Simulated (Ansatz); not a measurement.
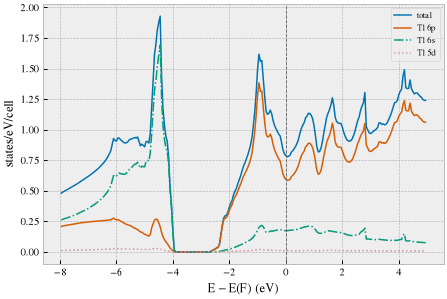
*Total and projected density of states of Tl (hcp (Mg type), P6_3/mmc), DFT-r²SCAN in the program Ansatz with PAW potentials*

Task: Which orbitals carry the states next to the Fermi level?

Result: Within 0.5 eV of the Fermi level: Tl 6p 78 %, Tl 6s 20 %. Projections are on Löwdin-orthogonalised atomic valence shells; empty p or d shells of many metals are not among them.

Task: Where is the tallest occupied peak in this window, and what makes it?

Result: Near -4.4 eV, about 1.9 states/eV per cell; the largest projected share is Tl 6s.

The cell was relaxed with r²SCAN under the symmetry of its start; of distortions, only those at the zone centre were tested. Spin–orbit coupling is left out wherever it is not named.

Potentials: the later of the program's two PAW sets.
